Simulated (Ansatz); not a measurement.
Run report: CH$_{4}$ClFOSi, geometry relaxation

CH$_{4}$ClFOSi, SMILES C[Si](O)(F)Cl, computed with HF/CRENBL, RHF, core potentials CRENBL (Ansatz 0.2.0).

The geometry comes from this level: PBE0-D4/def2-TZVP. Figures and captions count atoms from 1; the log counts them from 0 in places.

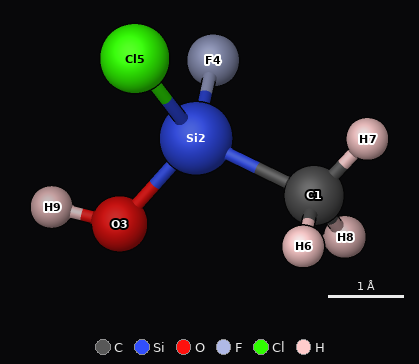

The structure as given in the input (ball-and-stick view, seen at a tilt; atoms are numbered from 1 in the order of the input). Bond lengths as drawn: Cl–Si 2.05 Å, C–H 1.09 Å, C–Si 1.83 Å, F–Si 1.59 Å, H–O 0.96 Å and O–Si 1.62 Å.

## Summary

- outcome: converged
- total energy: −65.999794 hartree
- basis functions: 96
- largest force: 0.005 eV/Å
- HOMO: −12.77 eV
- LUMO: 3.45 eV
- dipole moment: 2.71 D
- hardware: 1 thread of Arm Neoverse V1, 24 GiB of memory available, shared host
- wall time: 18 s
- peak memory: 0.29 GiB

## Input
```yaml
crystal:
  periodic: [false, false, false]
  atoms:
    - symbol: C
      position_ang: [-1.142400, -0.178600, 0.512200]
    - symbol: Si
      position_ang: [0.561300, 0.218400, -0.038000]
    - symbol: O
      position_ang: [1.048100, -0.886600, -1.122500]
    - symbol: F
      position_ang: [1.553300, 0.230300, 1.206200]
    - symbol: Cl
      position_ang: [0.689400, 2.097500, -0.845100]
    - symbol: H
      position_ang: [-1.833600, -0.141900, -0.331500]
    - symbol: H
      position_ang: [-1.476300, 0.534700, 1.267700]
    - symbol: H
      position_ang: [-1.171800, -1.182300, 0.942400]
    - symbol: H
      position_ang: [1.860700, -0.738000, -1.608600]
basis:
  gaussian: {orbitals: CRENBL.json}
hamiltonian: {xc: hf}
scf: {lower_state_search: "off"}
relax: {max_displacement: 0.05}
output: {orbitals: {seedname: orbitals}}
```

Launch command:
```bash
ansatz run run.yaml --threads 1 --pin off --max-ram 2610MiB --events-out events.jsonl --progress --plain --runs-dir runs
```

## Log
```
The last accepted step is kept in runs//last_step.txt (removed where the run ends without a failure and the disk answers)
Functional definition: HF
  name "HF"
  exchange = exact_x
  correlation = 0
these checks for a lower state are left out or cut short: stability, starts, cluster_reference, orbital_swaps, neighbouring_geometries, increment
1034 factors; integrals over basis functions are off by at most 6.2e-4 eV
mean field evaluation 1: about -1792.2020 eV, gradient 4.2e1 eV
mean field evaluation 2: about -1792.2022 eV, gradient 4.2e1 eV
mean field evaluation 4: about -1795.5639 eV, gradient 2.7e0 eV
mean field evaluation 8: about -1795.5881 eV, gradient 1.3e-4 eV
mean field -1795.58812932 eV, -65.9866466591 hartree, gradient 1.3e-6 eV, S^2 0.000000; 0 other end points of the search recorded, 0 dependent functions left out
the calculation of the forces begins
reference -1795.58812932 eV, -65.9866466591 hartree; 16, 16 occupied and 80, 80 virtual orbitals, 1034 factors
relax step   1: F+E_penalty+E_count = -1795.58812932 eV  Δ(F+E_penalty+E_count) = +0.000e0 eV  max|allowed force component| = 2.817e0 eV/Å  Δτ_max = 0.0000 Å  (18 SCF iters, accepted)
these checks for a lower state are left out or cut short: stability, starts, cluster_reference, orbital_swaps, neighbouring_geometries, increment
1034 factors; integrals over basis functions are off by at most 6.3e-4 eV
mean field evaluation 16: about -1795.8012 eV, gradient 1.2e-4 eV
mean field -1795.80124596 eV, -65.9944785513 hartree, gradient 2.8e-6 eV, S^2 0.000000; 0 other end points of the search recorded, 0 dependent functions left out
the calculation of the forces begins
reference -1795.80124596 eV, -65.9944785513 hartree; 16, 16 occupied and 80, 80 virtual orbitals, 1034 factors
relax step   2: F+E_penalty+E_count = -1795.80124596 eV  Δ(F+E_penalty+E_count) = -2.131e-1 eV  max|allowed force component| = 1.433e0 eV/Å  Δτ_max = 0.0487 Å  (19 SCF iters, accepted)
these checks for a lower state are left out or cut short: stability, starts, cluster_reference, orbital_swaps, neighbouring_geometries, increment
1034 factors; integrals over basis functions are off by at most 6.3e-4 eV
mean field -1795.90323387 eV, -65.9982265377 hartree, gradient 1.8e-6 eV, S^2 0.000000; 0 other end points of the search recorded, 0 dependent functions left out
the calculation of the forces begins
reference -1795.90323387 eV, -65.9982265377 hartree; 16, 16 occupied and 80, 80 virtual orbitals, 1034 factors
relax step   3: F+E_penalty+E_count = -1795.90323387 eV  Δ(F+E_penalty+E_count) = -1.020e-1 eV  max|allowed force component| = 3.619e-1 eV/Å  Δτ_max = 0.0487 Å  (19 SCF iters, accepted)
these checks for a lower state are left out or cut short: stability, starts, cluster_reference, orbital_swaps, neighbouring_geometries, increment
1034 factors; integrals over basis functions are off by at most 6.3e-4 eV
mean field evaluation 32: about -1795.9274 eV, gradient 2.3e-6 eV
mean field -1795.92737874 eV, -65.9991138453 hartree, gradient 2.3e-6 eV, S^2 0.000000; 0 other end points of the search recorded, 0 dependent functions left out
the calculation of the forces begins
reference -1795.92737874 eV, -65.9991138453 hartree; 16, 16 occupied and 80, 80 virtual orbitals, 1034 factors
relax step   4: F+E_penalty+E_count = -1795.92737874 eV  Δ(F+E_penalty+E_count) = -2.414e-2 eV  max|allowed force component| = 3.925e-1 eV/Å  Δτ_max = 0.0499 Å  (20 SCF iters, accepted)
these checks for a lower state are left out or cut short: stability, starts, cluster_reference, orbital_swaps, neighbouring_geometries, increment
1034 factors; integrals over basis functions are off by at most 6.3e-4 eV
mean field -1795.94152416 eV, -65.9996336799 hartree, gradient 1.8e-6 eV, S^2 0.000000; 0 other end points of the search recorded, 0 dependent functions left out
the calculation of the forces begins
reference -1795.94152416 eV, -65.9996336799 hartree; 16, 16 occupied and 80, 80 virtual orbitals, 1034 factors
relax step   5: F+E_penalty+E_count = -1795.94152416 eV  Δ(F+E_penalty+E_count) = -1.415e-2 eV  max|allowed force component| = 1.714e-1 eV/Å  Δτ_max = 0.0500 Å  (20 SCF iters, accepted)
these checks for a lower state are left out or cut short: stability, starts, cluster_reference, orbital_swaps, neighbouring_geometries, increment
1034 factors; integrals over basis functions are off by at most 6.3e-4 eV
mean field -1795.94468168 eV, -65.9997497166 hartree, gradient 2.4e-6 eV, S^2 0.000000; 0 other end points of the search recorded, 0 dependent functions left out
the calculation of the forces begins
reference -1795.94468168 eV, -65.9997497166 hartree; 16, 16 occupied and 80, 80 virtual orbitals, 1034 factors
relax step   6: F+E_penalty+E_count = -1795.94468168 eV  Δ(F+E_penalty+E_count) = -3.158e-3 eV  max|allowed force component| = 1.454e-1 eV/Å  Δτ_max = 0.0485 Å  (20 SCF iters, accepted)
these checks for a lower state are left out or cut short: stability, starts, cluster_reference, orbital_swaps, neighbouring_geometries, increment
1034 factors; integrals over basis functions are off by at most 6.3e-4 eV
mean field -1795.94575173 eV, -65.9997890402 hartree, gradient 2.6e-6 eV, S^2 0.000000; 0 other end points of the search recorded, 0 dependent functions left out
the calculation of the forces begins
reference -1795.94575173 eV, -65.9997890402 hartree; 16, 16 occupied and 80, 80 virtual orbitals, 1034 factors
relax step   7: F+E_penalty+E_count = -1795.94575173 eV  Δ(F+E_penalty+E_count) = -1.070e-3 eV  max|allowed force component| = 3.980e-2 eV/Å  Δτ_max = 0.0094 Å  (19 SCF iters, accepted)
these checks for a lower state are left out or cut short: stability, starts, cluster_reference, orbital_swaps, neighbouring_geometries, increment
1034 factors; integrals over basis functions are off by at most 6.3e-4 eV
mean field -1795.94586912 eV, -65.9997933543 hartree, gradient 2.6e-6 eV, S^2 0.000000; 0 other end points of the search recorded, 0 dependent functions left out
the calculation of the forces begins
reference -1795.94586912 eV, -65.9997933543 hartree; 16, 16 occupied and 80, 80 virtual orbitals, 1034 factors
relax step   8: F+E_penalty+E_count = -1795.94586912 eV  Δ(F+E_penalty+E_count) = -1.174e-4 eV  max|allowed force component| = 1.405e-2 eV/Å  Δτ_max = 0.0054 Å  (20 SCF iters, accepted)
these checks for a lower state are left out or cut short: stability, starts, cluster_reference, orbital_swaps, neighbouring_geometries, increment
1034 factors; integrals over basis functions are off by at most 6.3e-4 eV
mean field evaluation 64: about -1795.9459 eV, gradient 2.1e-6 eV
mean field -1795.94589183 eV, -65.9997941891 hartree, gradient 2.6e-6 eV, S^2 0.000000; 0 other end points of the search recorded, 0 dependent functions left out
the calculation of the forces begins
reference -1795.94589183 eV, -65.9997941891 hartree; 16, 16 occupied and 80, 80 virtual orbitals, 1034 factors
relax step   9: F+E_penalty+E_count = -1795.94589183 eV  Δ(F+E_penalty+E_count) = -2.271e-5 eV  max|allowed force component| = 5.111e-3 eV/Å  Δτ_max = 0.0022 Å  (21 SCF iters, accepted)
```

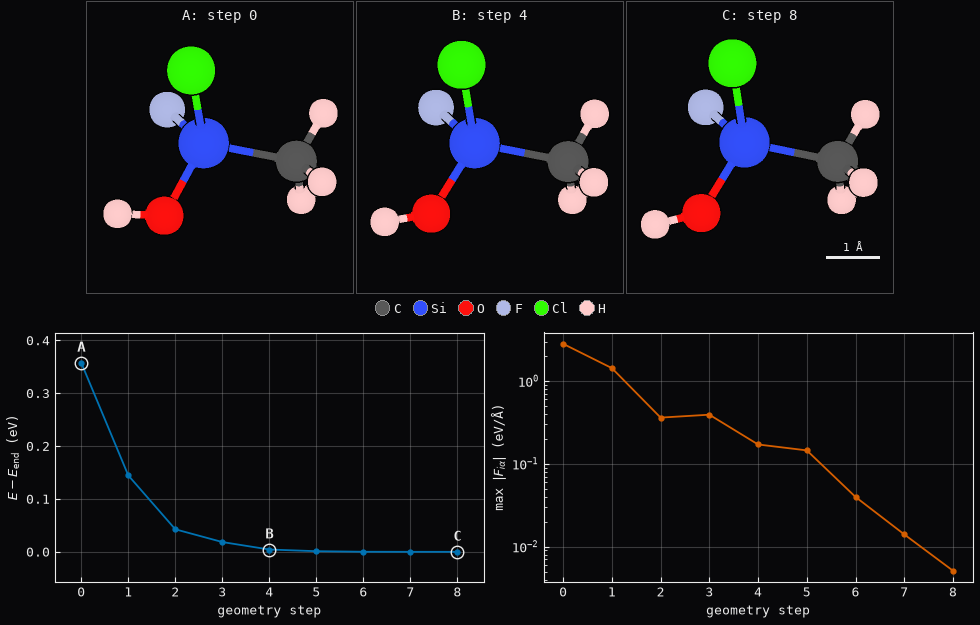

Frames of the relaxation (ball-and-stick view, seen at a tilt) above the curves, on which the letters mark them (the first geometry is step 0 here and step 1 in the log).

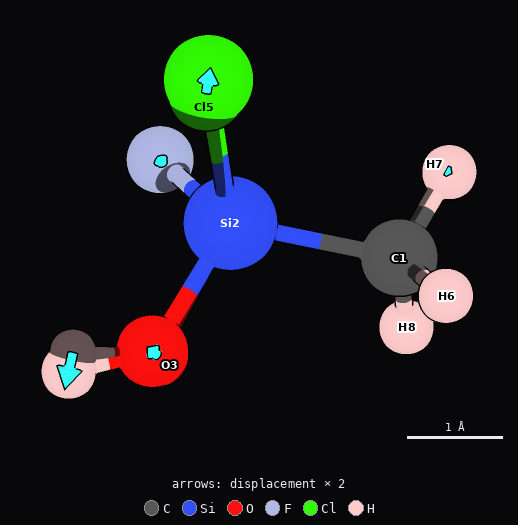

Start (faint) and end (solid) with the displacements as teal arrows, magnified 2 times (ball-and-stick view, seen at a tilt). The two geometries are laid on each other by the best rigid fit. The largest move after the best rigid fit is that of H9, 0.21 Å. By element the largest moves are H 0.21 Å, Cl 0.15 Å, O 0.09 Å, F 0.07 Å, C 0.03 Å, Si 0.02 Å. Among the contacts that change: Si2–Cl5 2.049 → 2.159 Å, Si2–F4 1.591 → 1.666 Å, Si2–O3 1.623 → 1.640 Å, O3–H9 0.958 → 0.944 Å. Among the angles that change: Si2–O3–H9 119.2° → 136.9°, C1–Si2–O3 109.4° → 111.8°. The energy falls by 0.358 eV in 8 geometry steps. Largest force component: 2.8 eV/Å at the start, 0.0051 eV/Å at the end. (Atoms are counted from 1 in the order of the input.)

```
Total energy: -1795.94589183 eV, -65.9997941891 hartree
Atom 0 at    -1.165792    -0.184595     0.518777 Å, force     0.002501     0.001823     0.000180 eV/Å
Atom 1 at     0.546093     0.236733    -0.037334 Å, force    -0.003685    -0.000858     0.003180 eV/Å
Atom 2 at     1.102736    -0.825024    -1.157021 Å, force    -0.001392    -0.001175    -0.005111 eV/Å
Atom 3 at     1.595797     0.248887     1.256932 Å, force     0.002040     0.001730     0.000005 eV/Å
Atom 4 at     0.673293     2.242734    -0.826603 Å, force    -0.000105    -0.000368     0.001213 eV/Å
Atom 5 at    -1.856417    -0.159608    -0.318989 Å, force    -0.001313    -0.000238     0.000225 eV/Å
Atom 6 at    -1.513021     0.516051     1.272281 Å, force    -0.000178    -0.000879    -0.001233 eV/Å
Atom 7 at    -1.180804    -1.184596     0.944527 Å, force     0.000376     0.000722    -0.000730 eV/Å
Atom 8 at     1.886815    -0.937082    -1.669770 Å, force     0.001756    -0.000758     0.002273 eV/Å
Dipole moment:    -0.298737    -0.446497    -0.170385 e Å
Checks for a lower state left out: stability, starts, cluster_reference, orbital_swaps, neighbouring_geometries, increment
```

## Trajectory as extended XYZ (Å, eV, eV/Å), 9 frames, from step=1 to step=9
```
9
Properties=species:S:1:pos:R:3:forces:R:3 step=1 energy=-1795.58813
C    -1.1424   -0.1786    0.5122   -0.3761  -0.0083   0.2127
Si    0.5613    0.2184   -0.0380   -2.8173  -1.1139  -0.0637
O     1.0481   -0.8866   -1.1225    1.5730  -0.0904  -1.1920
F     1.5533    0.2303    1.2062    1.8300   0.0339   2.0920
Cl    0.6894    2.0975   -0.8451    0.2329   2.0057  -0.8796
H    -1.8336   -0.1419   -0.3315    0.0700  -0.0304   0.1805
H    -1.4763    0.5347    1.2677   -0.0521  -0.1640  -0.1043
H    -1.1718   -1.1823    0.9424   -0.0448   0.1835  -0.0711
H     1.8607   -0.7380   -1.6086   -0.4157  -0.8161  -0.1746
9
Properties=species:S:1:pos:R:3:forces:R:3 step=2 energy=-1795.80125
C    -1.1552   -0.1823    0.5189   -0.2478  -0.0145   0.1279
Si    0.5467    0.2016   -0.0272   -1.4332  -0.1513  -0.4482
O     1.0642   -0.8885   -1.1346    0.7786   0.1415  -0.4470
F     1.5691    0.2296    1.2255    1.0908   0.0131   1.2629
Cl    0.6954    2.1419   -0.8641    0.0934   0.6979  -0.2940
H    -1.8374   -0.1436   -0.3275   -0.0226  -0.0339   0.1113
H    -1.4836    0.5318    1.2699   -0.0966  -0.0938  -0.0152
H    -1.1785   -1.1829    0.9445   -0.1198   0.0349   0.0152
H     1.8680   -0.7541   -1.6225   -0.0429  -0.5940  -0.3129
9
Properties=species:S:1:pos:R:3:forces:R:3 step=3 energy=-1795.90323
C    -1.1674   -0.1847    0.5254   -0.1313  -0.0523   0.0628
Si    0.5383    0.2034   -0.0262   -0.1371  -0.0468  -0.2268
O     1.0867   -0.8791   -1.1498    0.2815   0.3376   0.0480
F     1.5924    0.2360    1.2501    0.1923  -0.0167   0.2535
Cl    0.7013    2.1737   -0.8729    0.0017   0.1769  -0.0406
H    -1.8497   -0.1476   -0.3176   -0.0576  -0.0134   0.0071
H    -1.5017    0.5244    1.2748   -0.0577  -0.0004   0.0372
H    -1.1978   -1.1837    0.9500   -0.0545  -0.0231   0.0299
H     1.8866   -0.7889   -1.6511   -0.0374  -0.3619  -0.1711
9
Properties=species:S:1:pos:R:3:forces:R:3 step=4 energy=-1795.92738
C    -1.1702   -0.1854    0.5261   -0.0751  -0.0095  -0.0010
Si    0.5405    0.2173   -0.0331    0.1136  -0.1292  -0.0866
O     1.0991   -0.8691   -1.1539    0.1725   0.3925   0.1040
F     1.5953    0.2366    1.2599   -0.0530   0.0223  -0.0682
Cl    0.6976    2.2076   -0.8683   -0.0142  -0.0645   0.0529
H    -1.8598   -0.1515   -0.3117   -0.0227  -0.0004  -0.0096
H    -1.5104    0.5181    1.2791   -0.0050   0.0197   0.0175
H    -1.2009   -1.1849    0.9509    0.0222  -0.0124   0.0051
H     1.8975   -0.8352   -1.6663   -0.1382  -0.2184  -0.0141
9
Properties=species:S:1:pos:R:3:forces:R:3 step=5 energy=-1795.94152
C    -1.1731   -0.1881    0.5218    0.1714   0.0436  -0.0074
Si    0.5439    0.2192   -0.0351   -0.0703   0.1396   0.0434
O     1.1047   -0.8354   -1.1602    0.0706  -0.0159   0.0122
F     1.5901    0.2419    1.2645   -0.0429  -0.0193  -0.0614
Cl    0.6849    2.2187   -0.8497   -0.0129  -0.0177   0.0460
H    -1.8648   -0.1565   -0.3124   -0.0388  -0.0030  -0.0382
H    -1.5004    0.5229    1.2726   -0.0621   0.0039   0.0398
H    -1.1937   -1.1843    0.9522   -0.0295  -0.0436   0.0255
H     1.8971   -0.8850   -1.6709    0.0146  -0.0875  -0.0599
9
Properties=species:S:1:pos:R:3:forces:R:3 step=6 energy=-1795.94468
C    -1.1647   -0.1843    0.5200   -0.0011   0.0146  -0.0357
Si    0.5466    0.2348   -0.0448   -0.1125   0.0504   0.1454
O     1.1041   -0.8325   -1.1571    0.1010   0.0068  -0.1006
F     1.5872    0.2501    1.2555    0.0589  -0.0023   0.0130
Cl    0.6758    2.2458   -0.8257    0.0010  -0.0444  -0.0170
H    -1.8567   -0.1582   -0.3157   -0.0351  -0.0060  -0.0178
H    -1.5125    0.5147    1.2751    0.0333   0.0147  -0.0153
H    -1.1822   -1.1837    0.9462    0.0219  -0.0184  -0.0062
H     1.8911   -0.9331   -1.6707   -0.0672  -0.0153   0.0341
9
Properties=species:S:1:pos:R:3:forces:R:3 step=7 energy=-1795.94575
C    -1.1663   -0.1844    0.5174   -0.0017   0.0060   0.0270
Si    0.5466    0.2372   -0.0372   -0.0191  -0.0114  -0.0194
O     1.1034   -0.8266   -1.1556    0.0398   0.0065  -0.0334
F     1.5963    0.2482    1.2571   -0.0058   0.0067   0.0002
Cl    0.6741    2.2439   -0.8267    0.0023  -0.0127   0.0056
H    -1.8609   -0.1609   -0.3173    0.0232   0.0076  -0.0073
H    -1.5121    0.5165    1.2718    0.0001  -0.0100  -0.0057
H    -1.1799   -1.1843    0.9437    0.0008   0.0037   0.0016
H     1.8876   -0.9362   -1.6704   -0.0397   0.0036   0.0314
9
Properties=species:S:1:pos:R:3:forces:R:3 step=8 energy=-1795.94587
C    -1.1665   -0.1848    0.5193    0.0100   0.0023  -0.0021
Si    0.5456    0.2358   -0.0370    0.0140   0.0014  -0.0034
O     1.1034   -0.8255   -1.1571   -0.0128   0.0025   0.0051
F     1.5960    0.2491    1.2568   -0.0025  -0.0013  -0.0001
Cl    0.6741    2.2415   -0.8273   -0.0036   0.0008   0.0015
H    -1.8562   -0.1592   -0.3192   -0.0052  -0.0031   0.0053
H    -1.5133    0.5164    1.2726    0.0000  -0.0046  -0.0050
H    -1.1816   -1.1848    0.9452   -0.0038   0.0036  -0.0027
H     1.8873   -0.9351   -1.6706    0.0038  -0.0015   0.0016
9
Properties=species:S:1:pos:R:3:forces:R:3 step=9 energy=-1795.94589
C    -1.1658   -0.1846    0.5188    0.0025   0.0018   0.0002
Si    0.5461    0.2367   -0.0373   -0.0037  -0.0009   0.0032
O     1.1027   -0.8250   -1.1570   -0.0014  -0.0012  -0.0051
F     1.5958    0.2489    1.2569    0.0020   0.0017   0.0000
Cl    0.6733    2.2427   -0.8266   -0.0001  -0.0004   0.0012
H    -1.8564   -0.1596   -0.3190   -0.0013  -0.0002   0.0002
H    -1.5130    0.5161    1.2723   -0.0002  -0.0009  -0.0012
H    -1.1808   -1.1846    0.9445    0.0004   0.0007  -0.0007
H     1.8868   -0.9371   -1.6698    0.0018  -0.0008   0.0023
```

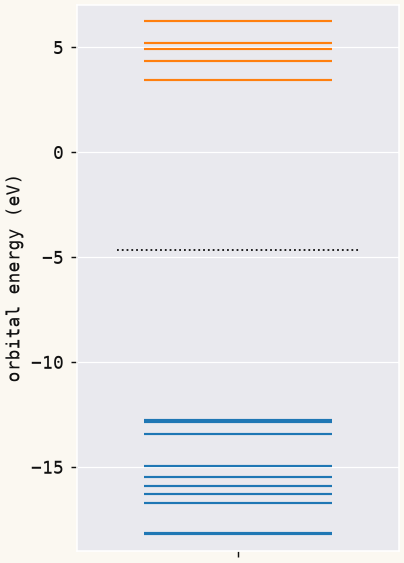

Orbital energies near the frontier; the dotted line parts filled from empty levels, and levels within 0.02 eV of each other stand side by side. Highest filled −12.77 eV, lowest empty 3.45 eV, 16.22 eV apart.

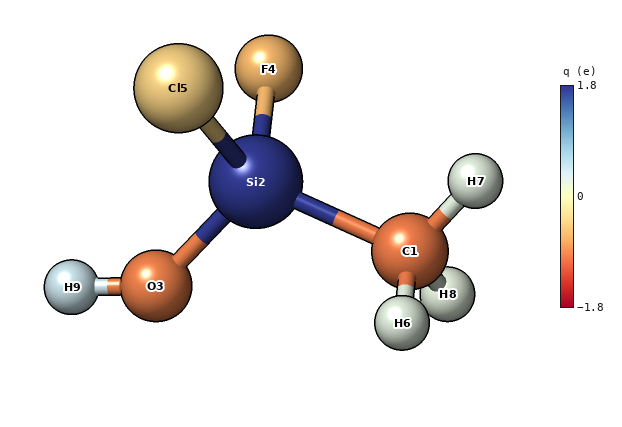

Mulliken charges, as the colour of each atom (ball-and-stick view, seen at a tilt; atoms are numbered from 1 in the order of the input). By element: C −0.96, Si +1.75, O −0.93, F −0.60, Cl −0.42 and H +0.24 to +0.45 e.
